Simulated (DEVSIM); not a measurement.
System: illuminated Si n-on-p cell, one wavelength, with a back-surface field, at 300 K.

```
layer (left to right)  material  thickness (μm)  Nd (cm⁻³)  Na (cm⁻³)  τn (s)  τp (s)  absorption coefficient (cm⁻¹)
---------------------  --------  --------------  ---------  ---------  ------  ------  -----------------------------
1                            Si          0.0580     5.4e17          -  2.4e-7  1.7e-6                          25000
2                            Si            64.0          -     2.6e15  2.4e-6  2.4e-6                          25000
3                            Si           0.170          -     7.1e18  2.4e-6  2.4e-6                          25000
```

Left contact: ohmic, minority hole recombination velocity 5e6 cm/s. Right contact: ohmic, minority electron recombination velocity 1000 cm/s. Voltage is applied to the left contact. Recombination: SRH at mid-gap, radiative, Auger. Gap narrowing is on: ΔEg = 6.92 meV × (l + √(l² + 0.5)), l = ln(N/1.3e17 cm⁻³), shared equally by both band edges. Light enters at the left, 3.4e16 photons cm⁻² s⁻¹, one pass, no reflection. Mobility is constant in doping.

The device is made up for the run: typed textbook-type constants, with dimensions and the other settings drawn at random. Values at 300 K.

```
parameter           Si
-------------  -------
gap (eV)         1.124
affinity (eV)     4.05
permittivity      11.7
Nc (cm⁻³)      2.86e19
Nv (cm⁻³)       3.1e19
μn (cm²/Vs)       1417
μp (cm²/Vs)        470
B (cm³/s)      4.7e-15
Cn (cm⁶/s)     2.8e-31
Cp (cm⁶/s)     9.9e-32
```

Model (solved in DEVSIM): 1D drift-diffusion, Boltzmann statistics, complete ionisation; no tunnelling, impact ionisation, image-force lowering or self-heating.

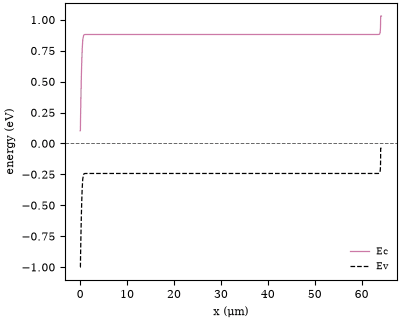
*Band edges at zero bias, in the dark*

Energies count from the Fermi level of the right contact; mesh points crowd at the junctions.

| x (μm) | Ec (eV) | Ev (eV) | n (cm⁻³) | p (cm⁻³) | field (V/cm) |
|---|---|---|---|---|---|
| 0.000 | 0.103 | -1.000 | 5.4e17 | 480 | ≈ 0 |
| 0.02338 | 0.103 | -1.000 | 5.4e17 | 480 | 120 |
| 0.04679 | 0.107 | -0.996 | 4.6e17 | 570 | 7700 |
| 0.07160 | 0.184 | -0.940 | 2.3e16 | 5100 | 27000 |
| 0.1519 | 0.361 | -0.763 | 2.5e13 | 4800000 | 20000 |
| 0.3232 | 0.644 | -0.480 | 4.4e8 | 2.7e11 | 13000 |
| 0.7434 | 0.876 | -0.248 | 55000 | 2.1e15 | 610 |
| 2.257 | 0.881 | -0.243 | 45000 | 2.6e15 | ≈ 0 |
| 5.487 | 0.881 | -0.243 | 45000 | 2.6e15 | ≈ 0 |
| 12.88 | 0.881 | -0.243 | 45000 | 2.6e15 | ≈ 0 |
| 31.54 | 0.881 | -0.243 | 45000 | 2.6e15 | ≈ 0 |
| 53.86 | 0.881 | -0.243 | 45000 | 2.6e15 | ≈ 0 |
| 59.74 | 0.881 | -0.243 | 45000 | 2.6e15 | ≈ 0 |
| 62.31 | 0.881 | -0.243 | 45000 | 2.6e15 | ≈ 0 |
| 63.54 | 0.881 | -0.243 | 45000 | 2.6e15 | 12 |
| 63.85 | 0.886 | -0.238 | 38000 | 3.1e15 | 630 |
| 63.99 | 0.913 | -0.211 | 13000 | 8.9e15 | 5000 |
| 64.04 | 0.970 | -0.153 | 1400 | 8.2e16 | 24000 |
| 64.08 | 1.030 | -0.038 | 140 | 7.1e18 | ≈ 0 |
| 64.13 | 1.030 | -0.038 | 140 | 7.1e18 | ≈ 0 |
| 64.19 | 1.030 | -0.038 | 140 | 7.1e18 | ≈ 0 |
| 64.23 | 1.030 | -0.038 | 140 | 7.1e18 | ≈ 0 |
